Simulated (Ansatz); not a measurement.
**Calibrating r2SCAN-D4/def2-TZVPP on molecular compounds of Si**

The atomisation energy (no zero-point term) in kJ/mol of 7 molecular compounds of Si: x at r2SCAN-D4/def2-TZVPP, y at CCSD(T)/CBS estimate. Shapes, held fixed at every level: PBE0-D4/def2-TZVP. Flexible molecules stand in one conformer, not always the lowest. Programs: Ansatz 0.2.0.

| molecule | x (kJ/mol) | y (kJ/mol) |
| --- | --- | --- |
| Si(OH)Cl | 1404 | 1412 |
| CH3ClOSi (SMILES CO[Si]Cl) | 2592 | 2591 |
| CH4O2Si (SMILES CO[Si]O) | 3104 | ? |
| Si3NH7S (SMILES [SiH3]N([SiH3])[Si]S) | 3764 | 3786 |
| C2H6ClNSi (SMILES CN(C)[Si]Cl) | 4057 | 4057 |
| C2H6FNSi (SMILES CN(C)[Si]F) | 4226 | 4236 |
| C3H8Si (SMILES CC(C)[SiH]) | 4373 | 4367 |

Task: Fit y = c + s·x to the known rows and predict y for CH4O2Si.

Result: 
1. Means of the 6 rows: x = 3402.67, y = 3408.2.
2. Σ(Δx)² = 6829987, Σ(Δx·Δy) = 6825169, so the slope is 6825169/6829987 = 0.99929.
3. Intercept: 3408.2 − (0.99929) × 3402.67 = 7.9. The largest residual of the fit is 17.
4. CH4O2Si: 7.9 + 0.99929 × 3104 = 3110 kJ/mol.

CCSD(T)/CBS estimate gives 3119 kJ/mol, so the prediction is off by -9 kJ/mol, within the largest residual. Uncorrected, r2SCAN-D4/def2-TZVPP misses CH4O2Si by -15 kJ/mol, and the other rows by 8 on average. The line removes about 40 % of this miss. Left out in turn, the other rows are missed by 11 kJ/mol on average, worse than no correction. The CBS estimate extrapolates MP2 from def2-TZVPP and def2-QZVPP and adds CCSD(T) − MP2 in the triple-zeta set, cores frozen.

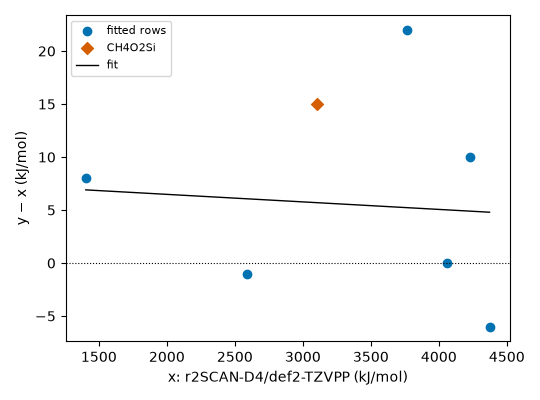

The correction y − x against x, with the fitted line and the withheld molecule.
